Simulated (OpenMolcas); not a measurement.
## How methods differ on SnSiH5O (SMILES [SiH3][O][SnH2])

SnSiH5O has 8 atoms, charge 0, and is taken as a doublet. SMILES: `[SiH3][O][SnH2]`. The coordinates come from a PBE0-D4/def2-TZVP relaxation. This is one conformer, not always the lowest.

```jsonl
{"atom": "Si", "x (Å)": "-0.7379", "y (Å)": "1.0751", "z (Å)": "-0.4808"}
{"atom": "O", "x (Å)": "0.5869", "y (Å)": "0.3062", "z (Å)": "0.0788"}
{"atom": "Sn", "x (Å)": "0.9565", "y (Å)": "-1.3321", "z (Å)": "1.1080"}
{"atom": "H", "x (Å)": "-1.8779", "y (Å)": "0.1277", "z (Å)": "-0.6588"}
{"atom": "H", "x (Å)": "-0.4246", "y (Å)": "1.6964", "z (Å)": "-1.7946"}
{"atom": "H", "x (Å)": "-1.1735", "y (Å)": "2.1423", "z (Å)": "0.4619"}
{"atom": "H", "x (Å)": "2.6654", "y (Å)": "-1.4891", "z (Å)": "0.9505"}
{"atom": "H", "x (Å)": "0.0974", "y (Å)": "-2.5837", "z (Å)": "0.2792"}
```

Each level gives the electronic atomisation energy (eV). The values are calculated. Electronic energies at fixed atoms, without zero-point motion or spin-orbit coupling.

```json
{"level": "UHF/def2-SVPD (core potential)", "kind": "Hartree–Fock", "program": "OpenMolcas", "value (eV)": "16.54", "CPU time (all runs)": "43 s"}
{"level": "USVWN5/def2-SVPD (core potential)", "kind": "LDA", "program": "OpenMolcas", "value (eV)": "25.88", "CPU time (all runs)": "92 s"}
{"level": "UBLYP/def2-SVPD (core potential)", "kind": "GGA", "program": "OpenMolcas", "value (eV)": "22.45", "CPU time (all runs)": "2.6 min"}
{"level": "U-r2SCAN/def2-SVPD (core potential)", "kind": "meta-GGA", "program": "OpenMolcas", "value (eV)": "22.91", "CPU time (all runs)": "3.2 min"}
{"level": "UB3LYP/def2-SVPD (core potential)", "kind": "global hybrid", "program": "OpenMolcas", "value (eV)": "22.63", "CPU time (all runs)": "2.3 min"}
{"level": "UBHLYP/def2-SVPD (core potential)", "kind": "global hybrid", "program": "OpenMolcas", "value (eV)": "22.19", "CPU time (all runs)": "2.1 min"}
{"level": "UM06-2X/def2-SVPD (core potential)", "kind": "hybrid meta-GGA", "program": "OpenMolcas", "value (eV)": "22.71", "CPU time (all runs)": "2.4 min"}
{"level": "UPBE0/def2-SVPD (core potential)", "kind": "global hybrid", "program": "OpenMolcas", "value (eV)": "22.33", "CPU time (all runs)": "2.2 min"}
```

The values span 16.54 to 25.88 eV. CPU times are rough (shared hosts, several kinds of processor and program).

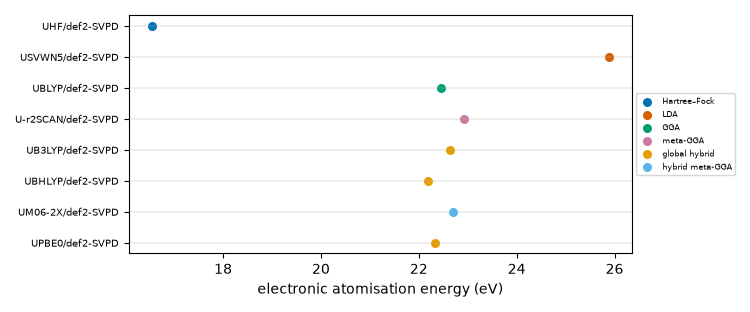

The values of the table, level by level.
